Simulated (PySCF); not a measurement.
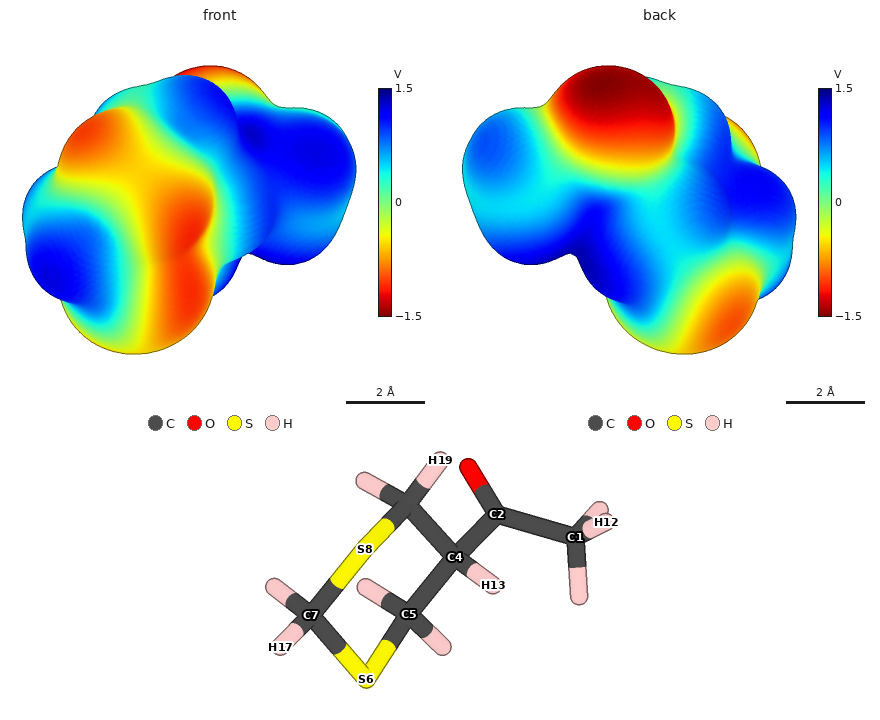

The picture shows: C6H10OS2 (SMILES CC(=O)C1CSCSC1). The molecular electrostatic potential painted on the density surface at 0.002 e/bohr³, seen from the front and from behind; red is negative and blue positive. The bare structure is drawn below in the same view.

Geometry: GFN2-xTB.

All numbers below come from PBE0/6-31G*, SCF density, gas phase, non-relativistic in PySCF 2.14.0.

The calculation's input:

```
{"job": {"xc": "PBE0", "basis": "6-31G*", "kind": "nmr", "pop": true}, "charge": 0, "multiplicity": 1}
C     -2.733323     0.621542     0.251733
C     -1.654611    -0.391230    -0.009292
O     -1.870210    -1.510373    -0.396060
C     -0.234050     0.116289     0.234990
C      0.356989     0.449091    -1.137261
S      1.948700     1.324678    -1.013201
C      2.874180     0.021414    -0.158981
S      2.207446    -0.362785     1.480958
C      0.575816    -0.964354     0.946989
H     -3.697466     0.240325    -0.073924
H     -2.507051     1.552844    -0.262829
H     -2.772052     0.829684     1.319915
H     -0.254125     1.023221     0.846008
H     -0.295386     1.126098    -1.688055
H      0.503553    -0.460143    -1.722941
H      2.868225    -0.880255    -0.770060
H      3.887946     0.385666    -0.018859
H      0.712843    -1.833965     0.302535
H      0.072773    -1.278497     1.860873
```

Run with:

```sh
OMP_NUM_THREADS=1 python ens_run.py task.json out
```

Where is the surface potential most negative and most positive?

The most negative region (about −1.5 V) lies over O3, the most positive (about +1.3 V) over C2, H11 and H14. O3 is the likeliest acceptor of a hydrogen bond.
